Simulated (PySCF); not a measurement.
# triplet NBrO at 6 levels

Wanted: a comparison of 6 runs (UHF/STO-3G, UB3LYP/6-31G*, U-wB97M-V/def2-TZVP, U-wB97X/def2-TZVP, UB2PLYP/def2-TZVP, UB3LYP/def2-TZVP) of triplet NBrO. The job is set up through a Python script.

The calculation is run with PySCF 2.14.0.

1 further run of the same task is left out (set aside as unsound or not needed).

### 1 The molecule

NBrO: 3 atoms, total charge 0, spin state triplet. SMILES of the parent species: `O=NBr`. The shape is that of a PBE0-D4/def2-TZVP optimisation. That shape belongs to the parent species and isn't relaxed for this state.

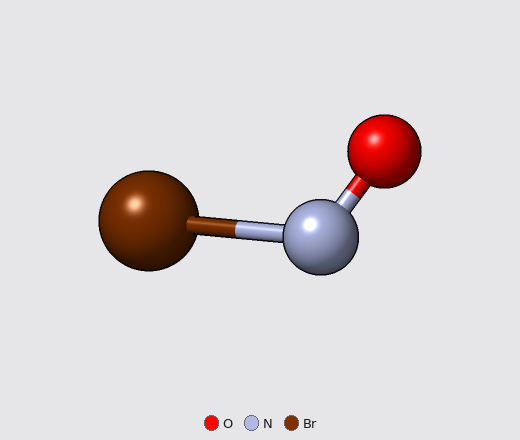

The structure, seen from a chosen angle (oxygen red, nitrogen light blue, bromine brown).

### 2 A single-point energy at UHF/STO-3G (run 1)

Input file run.py:

```python
from pyscf import gto

mol = gto.M(
    atom=[
    ('O', (0.941780, -0.646800, 0.448530)),
    ('N', (-0.044940, -0.636480, -0.092930)),
    ('Br', (-0.896840, 1.283280, -0.355590)),
],
    verbose=3,
    basis='sto-3g',
    max_memory=1860,
    spin=2,
)

hf = mol.UHF()
hf.conv_tol = 1e-10
hf.kernel()
if not hf.converged:
    hf = hf.newton().run(hf.mo_coeff, hf.mo_occ)

energy = hf.e_tot
print('Final energy', energy)
```

Started as:

```sh
$ OMP_NUM_THREADS=1 python run.py
```

Standard output:

```text
WARN: HOMO -0.0770083250486185 >= LUMO -0.418484188675692

converged SCF energy = -2672.13461415853  <S^2> = 2.0964904  2S+1 = 3.0636517
Final energy -2672.134614158531
```

Run time: 1.2 s. Hardware: 1 thread of AMD EPYC 7R43 (Zen 3), shared host; peak memory 0.12 GiB.

### 3 The energy at UB3LYP/6-31G(d) (spherical functions) (run 2)

Input file input.py:

```python
from pyscf import gto, dft

mol = gto.M(
    atom='O 0.941780 -0.646800 0.448530; N -0.044940 -0.636480 -0.092930; Br -0.896840 1.283280 -0.355590',
    basis='6-31g*',
    verbose=4,
    charge=0,
    spin=2,
    max_memory=1860,
)

calc0 = dft.UKS(mol, xc='b3lyp')
calc0.conv_tol = 1e-10
calc0.grids.level = 5
calc0.kernel()
if not calc0.converged:
    calc0 = calc0.newton().run(calc0.mo_coeff, calc0.mo_occ)

etot = calc0.e_tot
print('E = %.10f Eh' % etot)
```

Started as:

```sh
$ OMP_NUM_THREADS=1 python input.py
```

Standard output:

```text
PySCF version 2.14.0

[INPUT] num. atoms = 3
[INPUT] num. electrons = 50
[INPUT] charge = 0
[INPUT] spin (= nelec alpha-beta = 2S) = 2
[INPUT] symmetry False subgroup None
[INPUT] Mole.unit = angstrom
[INPUT] Symbol           X                Y                Z      unit          X                Y                Z       unit  Magmom
[INPUT]  1 O      0.941780000000  -0.646800000000   0.448530000000 AA    1.779706269593  -1.222274857369   0.847598858651 Bohr   0.0
[INPUT]  2 N     -0.044940000000  -0.636480000000  -0.092930000000 AA   -0.084924292038  -1.202772883763  -0.175612248756 Bohr   0.0
[INPUT]  3 Br    -0.896840000000   1.283280000000  -0.355590000000 AA   -1.694781977555   2.425047741132  -0.671967712634 Bohr   0.0

[... 41 lines left out ...]
WARN: HOMO -0.125076553607362 >= LUMO -0.281348097285385
[... 5 lines left out ...]
WARN: HOMO -0.209021012328333 >= LUMO -0.22109214508665
[... 9 lines left out ...]
WARN: HOMO -0.207480286683303 >= LUMO -0.209678113299719
[... 46 lines left out ...]
converged SCF energy = -2703.70055257881  <S^2> = 2.0087068  2S+1 = 3.0057989
E = -2703.7005525788 Eh
```

Wall time 15 s (1 thread of AMD EPYC 7R43 (Zen 3), shared host); peak memory 0.33 GiB.

Runs 3 to 5 aren't shown in full; the table further down has their settings and results.

### 4 A single-point energy at UB3LYP/def2-TZVP (run 6)

Input file calc.py:

```python
from pyscf import gto, dft

mol = gto.Mole()
mol.atom = '''
O      0.941780    -0.646800     0.448530
N     -0.044940    -0.636480    -0.092930
Br    -0.896840     1.283280    -0.355590
'''
mol.charge = 0
mol.spin = 2
mol.basis = 'def2-tzvp'
mol.verbose = 3
mol.max_memory = 1860
mol.build()

mf = dft.UKS(mol, xc='b3lyp')
mf.conv_tol = 1e-10
mf.grids.level = 5
mf.kernel()
if not mf.converged:
    mf = mf.newton().run(mf.mo_coeff, mf.mo_occ)

e_tot = mf.e_tot
print('E = %.10f Eh' % e_tot)
```

Started as:

```sh
$ OMP_NUM_THREADS=1 python calc.py
```

Standard output:

```text
WARN: HOMO -0.128356737186444 >= LUMO -0.275536642735612

WARN: HOMO -0.217935494721019 >= LUMO -0.237113426944816

converged SCF energy = -2704.07410248732  <S^2> = 2.010364  2S+1 = 3.0069014
E = -2704.0741024873 Eh
```

Run time: 31 s. Hardware: 1 thread of AMD EPYC 7R43 (Zen 3), shared host; peak memory 0.58 GiB.

### 5 The series

| run | level | integration grid | nlc grid | energy (Eh) | dipole moment (D) | HOMO energy (eV) | LUMO energy (eV) | wall time |
| --- | --- | --- | --- | --- | --- | --- | --- | --- |
| 1 | UHF/STO-3G | – | – | -2672.134614 | 0.33 | -8.44 | 2.84 | 1.2 s |
| 2 | UB3LYP/6-31G* (spherical functions) | 5 | – | -2703.700553 | 0.08 | -5.91 | -5.67 | 15 s |
| 3 | U-wB97M-V/def2-TZVP | 5 | 1 | -2703.866890 | 0.06 | -8.66 | -3.20 | 1.9 min |
| 4 | U-wB97X/def2-TZVP | 5 | – | -2704.038419 | 0.06 | -8.87 | -3.15 | 62 s |
| 5 | UB2PLYP/def2-TZVP | 5 | – | -2703.575379 | 0.05 | -8.28 | -3.78 | 40 s |
| 6 | UB3LYP/def2-TZVP | 5 | – | -2704.074102 | 0.04 | -6.12 | -5.78 | 31 s |

### 6 Summary of results

```
                                 quantity           value
                      run 6: total energy  -2704.07410 Eh
                     run 6: dipole moment          0.04 D
run 6: HOMO energy (highest over α and β)        -6.12 eV
 run 6: LUMO energy (lowest over α and β)        -5.78 eV
                              run 6: ⟨S²⟩           2.010
```

What this shows: The dipole moment (its size) runs from 0.04 D (UB3LYP/def2-TZVP) to 0.33 D (UHF/STO-3G). The two ends differ in method and basis. Totals of different functionals can't be ranked against each other. In run 1 the basis is minimal, so the values are rough. All runs together took 4.4 min, the longest 1.9 min.
